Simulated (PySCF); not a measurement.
## Electronic structure of C5H9AlO (SMILES C=CCC(=C)[O][AlH2]) in real space

```xyz
16

C    -0.9261    1.7214    0.4521
C    -1.2985    0.5790   -0.1218
C    -1.0641   -0.7561    0.4968
C     0.3405   -1.2063    0.1072
C     0.6300   -2.4300   -0.3075
O     1.2569   -0.2327    0.2298
Al    1.6785    1.3684    0.3858
H    -0.6254    1.7530    1.4932
H    -1.0811    2.6756   -0.0268
H    -1.6795    0.5752   -1.1343
H    -1.7913   -1.4940    0.1639
H    -1.0908   -0.6765    1.5869
H     1.6392   -2.7043   -0.5578
H    -0.1275   -3.1848   -0.4014
H     2.0472    2.1408   -0.8870
H     2.0844    1.8802    1.7768
```

Geometry: GFN2-xTB.

The calculation used B3LYP/def2-SVPD, SCF density, gas phase (PySCF 2.14.0).

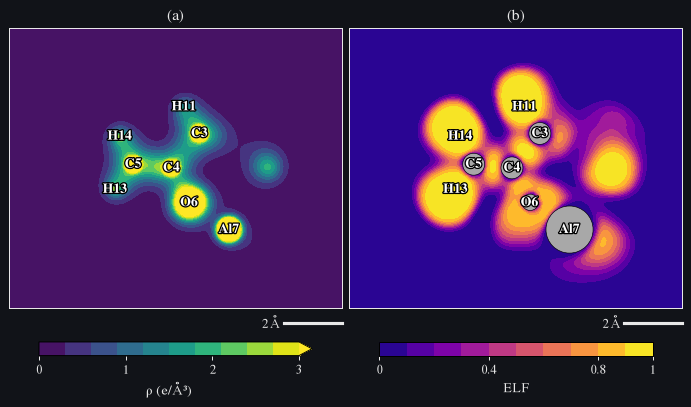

Figure 1. (a) total electron density; (b) ELF on the plane of atoms C4, C5 and H14. Grey discs cover the atomic cores in the ELF map.

### What does the map show?

- The plane passes through C, O, Al and H nuclei.
- C–C (1.32 Å): the density is about 2.4 e/Å³ at the midpoint; the ELF peaks at about 0.95 between the atoms; a short, multiple covalent bond.
- C–O (1.34 Å): the density is about 2.4 e/Å³ at the midpoint; the ELF peaks at about 0.90 between the atoms (a shared but strongly polarised pair).
- Al–O (1.66 Å): ρ is about 0.85 e/Å³ halfway; the ELF peaks at about 0.90 in the valence shell of O, 0.6 Å from its nucleus, and is about 0.30 at the midpoint.
- C–H (1.07 Å): ρ is about 2 e/Å³ halfway; the ELF climbs to about 1 towards the hydrogen, as it does in any bond to H; an ordinary covalent bond to hydrogen.
- The ELF also peaks beside O6, away from the bonds: lone-pair regions.

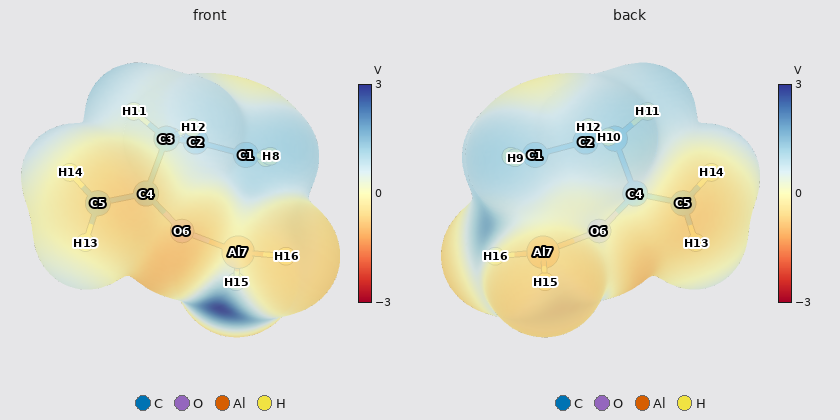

Figure 2. The molecular electrostatic potential painted on the density surface at 0.002 e/bohr³, seen from the front and from behind; the colour scale runs from red (negative) to blue (positive).

### Which sites attract a positive test charge, and which a negative one?

A positive charge is drawn to the negative regions and a negative charge to the positive ones. The most negative region (about −0.9 V) lies over O6, the most positive (about +2.4 V) over Al7.

### How polar is the molecule by this calculation?

Its dipole moment is 2.43 D.
